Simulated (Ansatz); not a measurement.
# FH3Si: what the fields show

```yaml
atoms:
  - { symbol: Si, position_ang: [-0.0329, -0.0428, 2.0494] }
  - { symbol: F, position_ang: [0.1920, 1.1751, 1.0321] }
  - { symbol: H, position_ang: [0.2435, 0.4513, 3.4187] }
  - { symbol: H, position_ang: [0.9038, -1.1314, 1.6869] }
  - { symbol: H, position_ang: [-1.4377, -0.4967, 1.9301] }
```

Geometry: PBE0-D4/def2-TZVP.

These are results of RKS PBE0-D4/def2-TZVPPD (Ansatz 0.2.0), not measurements.

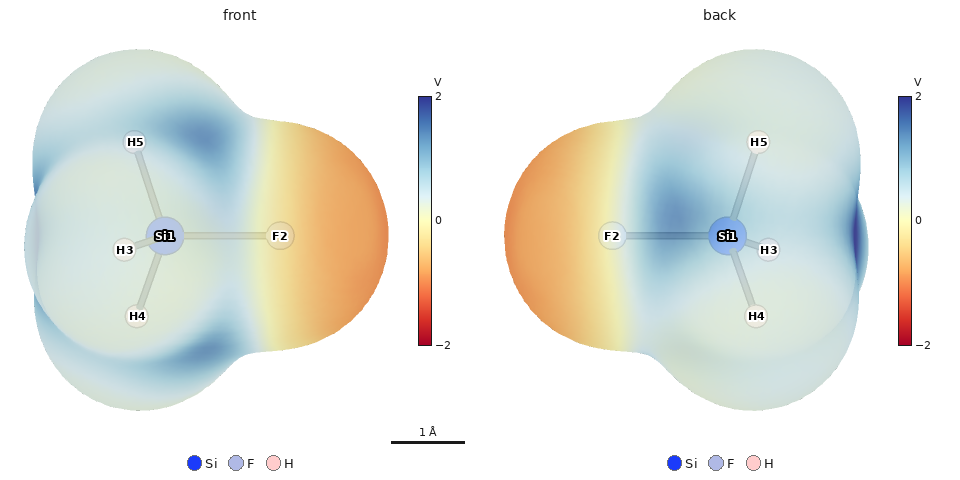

Figure 1. The molecular electrostatic potential painted on the density surface at 0.002 e/bohr³, seen from the front and from behind; the colour scale runs from red (negative) to blue (positive).

Q: Where is the surface potential most negative and most positive?

A: The most negative region (about −0.9 V, or −21 kcal/mol for a unit charge) lies over F2, the most positive (about +1.9 V, or +44 kcal/mol for a unit charge) over Si1.

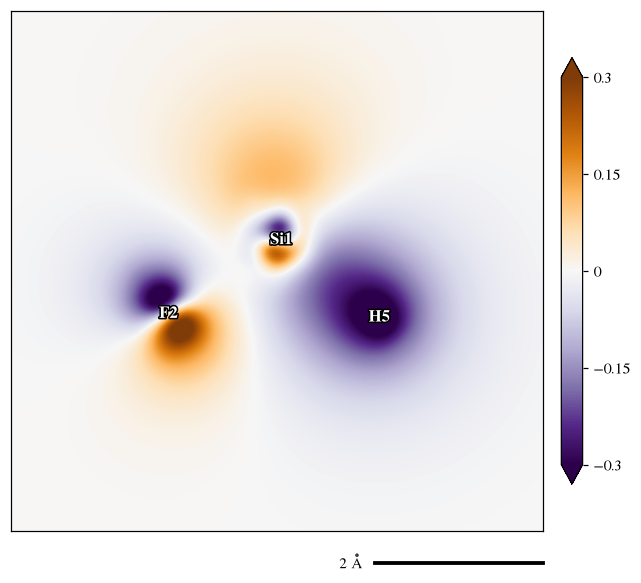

Figure 2. The HOMO on the plane of atoms F2, Si1 and H5 (values in Å⁻³ᐟ²; the overall sign is arbitrary).

Q: Describe this orbital and give its energy.

A: Its weight (Hirshfeld) is mainly on Si1 (about 35 %), H3 (about 35 %), F2 (about 15 %), H4 (about 10 %) and H5 (about 10 %). It is one of a degenerate set, so its orientation is arbitrary. Its energy is −9.79 eV.

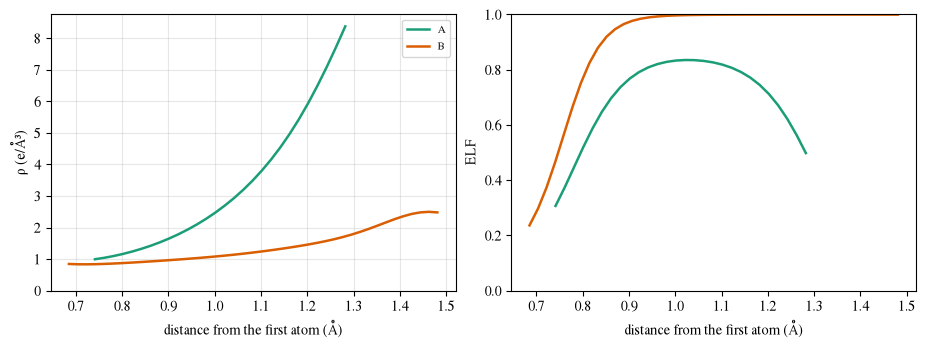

Figure 3. Electron density and ELF along straight lines between neighbouring atoms. The curves leave out the atomic cores.

Q: Which curve belongs to which contact (Si–F and Si–H)? The first atom named is at distance zero.

A: Curve A: Si–F (1.60 Å): ρ at the midpoint is about 1.2 e/Å³; the ELF peaks at about 0.85 in the valence shell of F, 0.6 Å from its nucleus, and is about 0.50 at the midpoint. Curve B: Si–H (1.48 Å): ρ at the midpoint is about 0.84 e/Å³; the ELF climbs to about 1 towards the hydrogen, as it does in any bond to H.
